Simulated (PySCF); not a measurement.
B2H5, charge −1, SMILES `B[BH3-]`.

Level of theory: TPSSh/def2-SVP (PySCF), at a geometry from GFN2-xTB. No frequency check shows the geometry to be a minimum. The basis has no diffuse functions, which an anion needs.

Geometry (Å), atoms numbered from 1:

```
B1      -0.8983   -0.0088    0.0007
B2       0.7820   -0.0111    0.0009
H3      -1.6174   -0.9748   -0.0019
H4      -1.5584    0.9969    0.0006
H5       1.2163    0.5947   -0.9937
H6       1.3198   -1.1272    0.0079
H7       1.2211    0.6102    0.9791
```

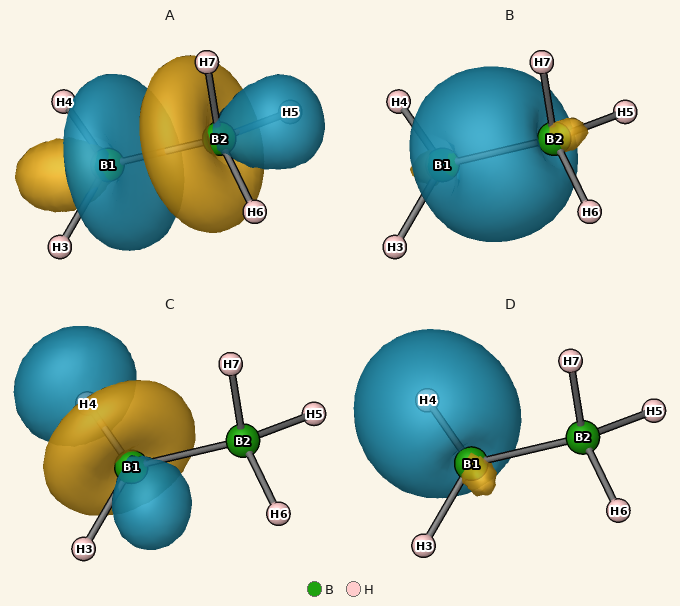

Intrinsic bond orbitals (IBO), occupied and valence-virtual; each surface holds about 80 % of the orbital's density. Energies are diagonal elements of the Fock matrix.

Q: Identify each orbital.

A: By panel:
- A: σ* orbital B2–B1 (B2 53 %, B1 46 %; 17.5 eV)
- B: σ bond B1–B2 (B1 53 %, B2 47 %; −2.7 eV)
- C: σ* orbital B1–H4 (B1 53 %, H4 46 %; 16.7 eV)
- D: σ bond H4–B1 (H4 53 %, B1 47 %; −4.5 eV)

Q: How do all the valence pairs divide up?

A: 6 pairs: 6 σ bonds.

Run time: 5.1 s on 1 thread of Arm Neoverse V1, with other jobs on the host, peak memory 0.29 GiB.
